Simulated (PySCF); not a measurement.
# BPH6 (SMILES [BH3-][PH3+]): PBE/def2-SVPD

Aim: the energy change on altering one bond length of BPH6 at PBE/def2-SVPD, from 2 runs. Input form: a Python script.

The results are computed with PySCF 2.14.0.

2 further runs of the same task are left out: 2 set aside as unsound or not needed.

### 1 The system as given

The species is BPH6 (8 atoms), meant as a singlet with charge 0. As SMILES, `[BH3-][PH3+]`. Geometry: relaxed at PBE0-D4/def2-TZVP.

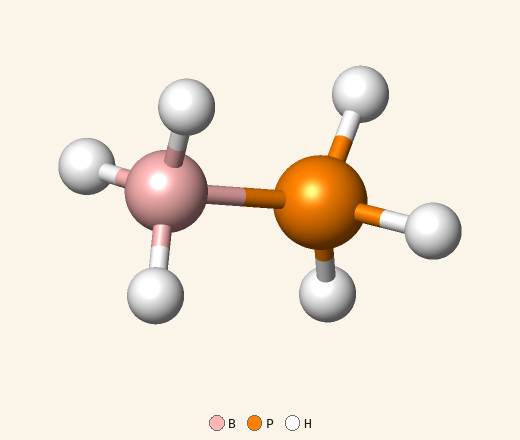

Viewed from a chosen angle; boron pink, phosphorus orange, hydrogen white.

### 2 A single-point energy at PBE/def2-SVPD

Input file job.py:

```python
from pyscf import gto, dft

mol = gto.M(
    atom='''
B       -0.556100       0.227200      -0.914000
P        0.433900      -0.181600       0.667700
H       -1.693400       0.343100      -0.520100
H       -0.367800      -0.730200      -1.628000
H       -0.055500       1.254200      -1.309900
H        0.418800       0.755700       1.718800
H        1.823100      -0.380300       0.547100
H        0.089200      -1.345200       1.382600
''',
    charge=0,
    spin=0,
    basis='def2-svpd',
    max_memory=1860,
    verbose=4,
)

mf = dft.RKS(mol)
mf.xc = 'pbe'
mf.conv_tol = 1e-10
mf.grids.level = 5
mf.kernel()
if not mf.converged:
    mf = mf.newton().run(mf.mo_coeff, mf.mo_occ)

energy = mf.e_tot
print('Final energy', energy)
```

Launch:

```sh
OMP_NUM_THREADS=1 python job.py
```

Standard output:

```text
PySCF version 2.14.0

[INPUT] num. atoms = 8
[INPUT] num. electrons = 26
[INPUT] charge = 0
[INPUT] spin (= nelec alpha-beta = 2S) = 0
[INPUT] symmetry False subgroup None
[INPUT] Mole.unit = angstrom
[INPUT] Symbol           X                Y                Z      unit          X                Y                Z       unit  Magmom
[INPUT]  1 B     -0.556100000000   0.227200000000  -0.914000000000 AA   -1.050876697871   0.429345775501  -1.727209677852 Bohr   0.0
[INPUT]  2 P      0.433900000000  -0.181600000000   0.667700000000 AA    0.819952165449  -0.343174264221   1.261770133372 Bohr   0.0
[INPUT]  3 H     -1.693400000000   0.343100000000  -0.520100000000 AA   -3.200062219338   0.648365033338  -0.982846557386 Bohr   0.0
[INPUT]  4 H     -0.367800000000  -0.730200000000  -1.628000000000 AA   -0.695041268615  -1.379878016157  -3.076474130792 Bohr   0.0
[INPUT]  5 H     -0.055500000000   1.254200000000  -1.309900000000 AA   -0.104879799913   2.370094505430  -2.475352250568 Bohr   0.0
[INPUT]  6 H      0.418800000000   0.755700000000   1.718800000000 AA    0.791417300968   1.428066032334   3.248061262902 Bohr   0.0
[INPUT]  7 H      1.823100000000  -0.380300000000   0.547100000000 AA    3.445159697695  -0.718662845172   1.033869162750 Bohr   0.0
[INPUT]  8 H      0.089200000000  -1.345200000000   1.382600000000 AA    0.168563570311  -2.542059582765   2.612735339824 Bohr   0.0

nuclear repulsion = 59.5445171843588
number of shells = 42
number of NR pGTOs = 132
number of NR cGTOs = 92
basis = def2-svpd
ecp = {}

******** <class 'pyscf.dft.rks.RKS'> ********
method = RKS
initial guess = minao
damping factor = 0
level_shift factor = 0
DIIS = <class 'pyscf.scf.diis.CDIIS'>
diis_start_cycle = 1
diis_space = 8
diis_damp = 0
SCF conv_tol = 1e-10
SCF conv_tol_grad = None
SCF max_cycles = 50
direct_scf = True
direct_scf_tol = 1e-13
XC library pyscf.dft.libxc version 7.0.0
    S. Lehtola, C. Steigemann, M. J.T. Oliveira, and M. A.L. Marques.,  SoftwareX 7, 1–5 (2018)
XC functionals = pbe
    J. P. Perdew, K. Burke, and M. Ernzerhof.,  Phys. Rev. Lett. 77, 3865 (1996)
    J. P. Perdew, K. Burke, and M. Ernzerhof.,  Phys. Rev. Lett. 78, 1396 (1997)
    J. P. Perdew, K. Burke, and M. Ernzerhof.,  Phys. Rev. Lett. 77, 3865 (1996)
    J. P. Perdew, K. Burke, and M. Ernzerhof.,  Phys. Rev. Lett. 78, 1396 (1997)
radial grids:
    Treutler-Ahlrichs [JCP 102, 346 (1995); DOI:10.1063/1.469408] (M4) radial grids

becke partition: Becke, JCP 88, 2547 (1988); DOI:10.1063/1.454033
pruning grids: <function nwchem_prune>
grids dens level: 5
symmetrized grids: False
atomic radii adjust function: <function treutler_atomic_radii_adjust>
small_rho_cutoff = 0
Set gradient conv threshold to 1e-05
Initial guess from minao.
tot grids = 227992
init E= -369.286216025034
  HOMO = -0.363054273145094  LUMO = -0.0301164353556922  gap/eV = 9.05970
cycle= 1 E= -369.365170481125  delta_E= -0.079  |g|= 0.423  |ddm|= 2.96
  HOMO = -0.167669703596266  LUMO = -0.0328517436126496  gap/eV = 3.66858
cycle= 2 E= -369.257928392982  delta_E= 0.107  |g|= 0.646  |ddm|= 1.68
  HOMO = -0.269337569882084  LUMO = -0.0184129774106188  gap/eV = 6.82801
cycle= 3 E= -369.436863392345  delta_E= -0.179  |g|= 0.0321  |ddm|= 1.02
  HOMO = -0.266966139299012  LUMO = -0.0245066423296616  gap/eV = 6.59766
cycle= 4 E= -369.437246208186  delta_E= -0.000383  |g|= 0.0165  |ddm|= 0.124
  HOMO = -0.266629254777087  LUMO = -0.022416763080602  gap/eV = 6.64536
cycle= 5 E= -369.437354155558  delta_E= -0.000108  |g|= 0.00448  |ddm|= 0.0497
  HOMO = -0.266894331413148  LUMO = -0.0224646664278176  gap/eV = 6.65127
cycle= 6 E= -369.437360675322  delta_E= -6.52e-06  |g|= 0.000513  |ddm|= 0.0087
  HOMO = -0.266860483743085  LUMO = -0.0224626860709538  gap/eV = 6.65040
cycle= 7 E= -369.43736077796  delta_E= -1.03e-07  |g|= 4.22e-05  |ddm|= 0.00107
  HOMO = -0.266860660893099  LUMO = -0.0224656906805749  gap/eV = 6.65033
cycle= 8 E= -369.437360778639  delta_E= -6.8e-10  |g|= 1.16e-05  |ddm|= 0.000134
  HOMO = -0.26686219463728  LUMO = -0.0224656961888212  gap/eV = 6.65037
cycle= 9 E= -369.437360778696  delta_E= -5.6e-11  |g|= 4.79e-07  |ddm|= 3.4e-05
  HOMO = -0.266861938163082  LUMO = -0.022465569678483  gap/eV = 6.65036
Extra cycle  E= -369.437360778694  delta_E= 1.14e-12  |g|= 2.68e-07  |ddm|= 1.5e-06
converged SCF energy = -369.437360778694
Final energy -369.43736077869437
```

Run time: 11 s. Hardware: 1 thread of Arm Neoverse V2, shared host; peak memory 0.45 GiB.

### 3 The distorted shape at the same level

Input file input.py:

```python
from pyscf import gto, dft

mol = gto.M(
    atom='''
B   -0.706277  -0.080894  -0.795232
P    0.283723  -0.489694   0.786468
H   -1.843577   0.035006  -0.401332
H   -0.517977  -1.038294  -1.509232
H   -0.055500   1.254200  -1.309900
H    0.268623   0.447606   1.837568
H    1.672923  -0.688394   0.665868
H   -0.060977  -1.653294   1.501368
''',
    max_memory=1860,
    basis='def2-svpd',
    verbose=3,
)

myscf = dft.RKS(mol)
myscf.xc = 'pbe'
myscf.conv_tol = 1e-10
myscf.grids.level = 5
myscf.kernel()
if not myscf.converged:
    myscf = myscf.newton().run(myscf.mo_coeff, myscf.mo_occ)

e_tot = myscf.e_tot
print('E(%s) = %.9f' % ('PBE', e_tot))
```

Launch:

```sh
OMP_NUM_THREADS=1 python input.py
```

Standard output:

```text
converged SCF energy = -369.410603493941
E(PBE) = -369.410603494
```

Run time: 12 s. Hardware: 1 thread of Arm Neoverse V2, shared host; peak memory 0.45 GiB.

### 4 Results

Level: PBE/def2-SVPD.

```
                                                         quantity          value
                                        first shape: total energy  -369.43736 Eh
                                       first shape: dipole moment         3.91 D
                                         first shape: HOMO energy       -7.26 eV
                                         first shape: LUMO energy       -0.61 eV
                                       first shape: HOMO–LUMO gap        6.65 eV
                                    distorted shape: total energy  -369.41060 Eh
                                   distorted shape: dipole moment         4.14 D
                                     distorted shape: HOMO energy       -6.59 eV
                                     distorted shape: LUMO energy       -0.71 eV
                                   distorted shape: HOMO–LUMO gap        5.88 eV
energy change with the B1–H5 bond stretched from 1.209 to 1.572 Å       0.728 eV
```

**Reading.** With the B1–H5 bond stretched from 1.209 to 1.572 Å the energy rises by 0.73 eV (70.3 kJ/mol). The first shape isn't relaxed at this level, so the change isn't measured from a minimum.
